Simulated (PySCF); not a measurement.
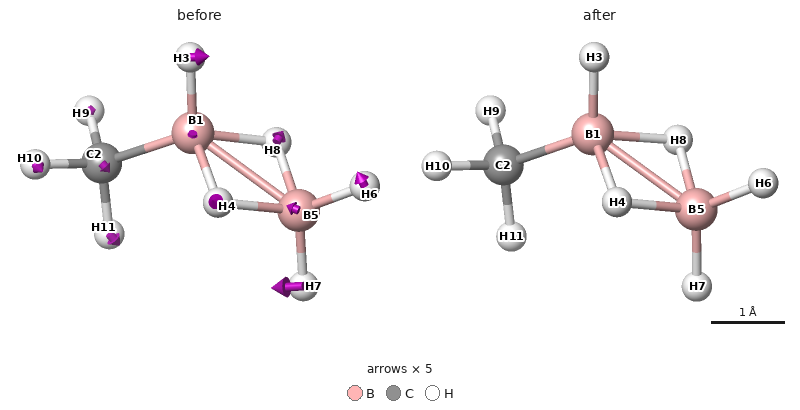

The structure of CH8B2 before (left) and after (right) a relaxation, at one scale. The purple arrows give the displacements, 5 times their true length.

A ball-and-stick model, seen at a tilt.

The start comes from GFN2-xTB.

Method: PBE0-D3(BJ)/def2-SVP geometry optimisation, gas phase in PySCF 2.14.0, density-fitted response routines. 

What changed between the two?

Answer. After 10 geometry steps the energy has fallen by 2.59 kcal/mol. The largest force component goes from 1.2 to 0.014 eV/Å. The atom that moves furthest after the best rigid fit is H7 (0.10 Å). By element the largest moves are H 0.10 Å, B 0.04 Å, C 0.03 Å. Among the contacts that change: B1–B5 1.817 → 1.775 Å, B1–H3 1.177 → 1.209 Å, B5–H7 1.175 → 1.205 Å, B5–H6 1.175 → 1.205 Å. Among the angles between lasting bonds that change: H3–B1–H4 110.2° → 106.2°, H4–B5–H8 94.1° → 98.1°, H6–B5–H7 117.9° → 121.9°. The run took of the order of 12 core-seconds on a shared host.
